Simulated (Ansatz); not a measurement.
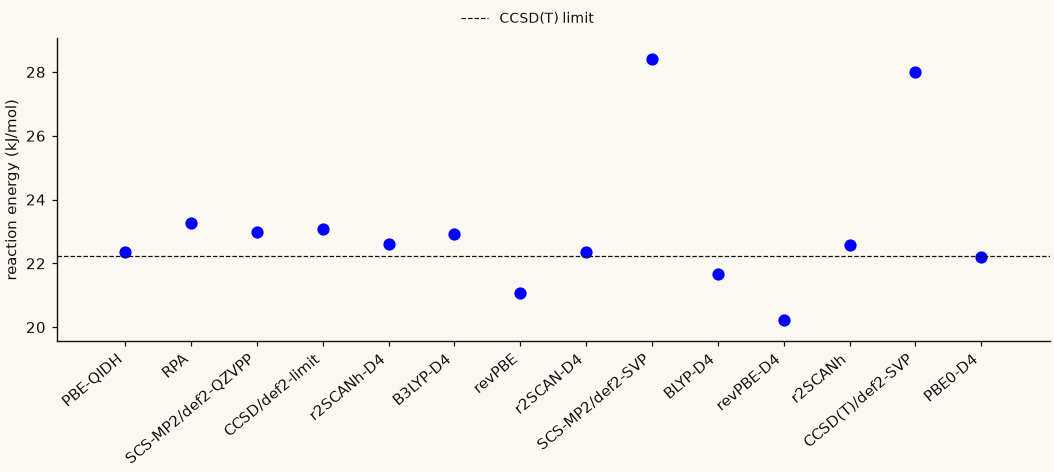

Electronic reaction energy of Si₂H₄OF₂ (F[SiH](F)O[SiH3]) + BSiH₅O (OB[SiH3]) → BSi₂H₇O ([SiH3]BO[SiH3]) + SiH₂OF₂ (O[SiH](F)F) (SMILES in brackets) at several levels (functionals in def2-TZVPP unless a basis is named), isolated molecules at PBE0-D4 triple-zeta geometries, minima by their frequencies, no zero-point or thermal terms, the Ansatz code 0.2.0. The line is frozen-core CCSD(T) at the basis limit (MP2 extrapolated from triple and quadruple zeta, plus CCSD(T) less MP2 in a smaller set). PBE-QIDH and RPA hold a correlation term that converges slowly with the basis, so part of the distance to the limit is basis error. No dispersion term is added to PBE-QIDH, revPBE and r2SCANh. The distance of SCS-MP2/def2-QZVPP, SCS-MP2/def2-SVP and CCSD(T)/def2-SVP to the limit includes basis error.

> Which level comes closest to the line (CCSD(T) limit), and which misses most?

Closest PBE0-D4 (22.2 kJ/mol), against 22.2 kJ/mol; farthest SCS-MP2/def2-SVP (28.4 kJ/mol).

> What do zero-point energy and temperature add?

Zero-point change −3.5 kJ/mol; at 298.15 K and 1 bar the CCSD(T) limit plus thermal terms gives an enthalpy of reaction of 18.9 and a free energy of 23.5 kJ/mol (harmonic PBE0-D4 modes, ideal gas).

Note: one conformer of each flexible molecule.
